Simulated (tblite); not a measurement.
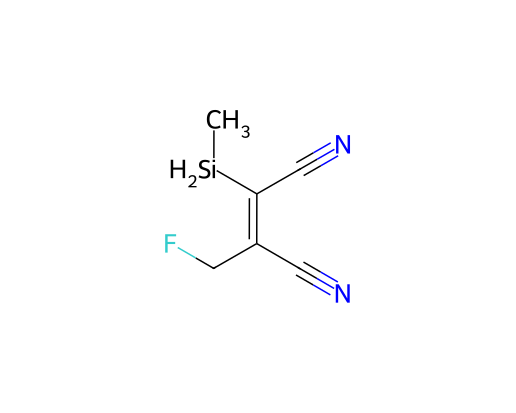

(Drawn from a calculation with tblite.)

2D structure.

### Give its SMILES.

C[SiH2]/C(C#N)=C(/C#N)CF

### Give the formula, hydrogens included.

C6H7FN2Si.
